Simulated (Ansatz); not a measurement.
Cost and result by functional for the surface energy of the (21-31) surface of hcp Sc in its 1x1 cell, outermost plane spacing 0.18 Å in the ideal cut, in Ansatz (plane waves, PAW). Single points on the PBE structure, on one kind of machine; costs are rough ratios of the slab run's core time (references not counted) to the cheapest single point. r2SCAN's cost holds its higher cutoff (500 against 420 eV). Differences are taken against r2SCAN for comparison alone: no measured value is at hand, so the table doesn't rank accuracy.

Slab: 20 atoms, 9.7 Å thick at the start (thin: gaps and levels are the slab's own); k 7x5x1, smearing 0.1 eV, dipole-corrected; all atoms relaxed; symmetry of the start imposed; no spin, no spin-orbit, no U. These notes are the PBE run's.

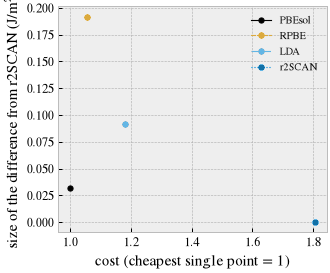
Difference from r2SCAN against cost

```csv
functional,relative cost,surface energy (J/m²),less r2SCAN (J/m²)
PBEsol,1,1.44,0.03
RPBE,1,1.21,-0.19
LDA,1,1.50,0.09
r2SCAN,2,1.40,0.00
PBE (the relaxed run's value),–,1.32,-0.09
```

The values span 0.28 J/m², while the single points' costs differ by a factor of roughly 2. Differences are of unrounded values.

Ansatz is a first-principles code.
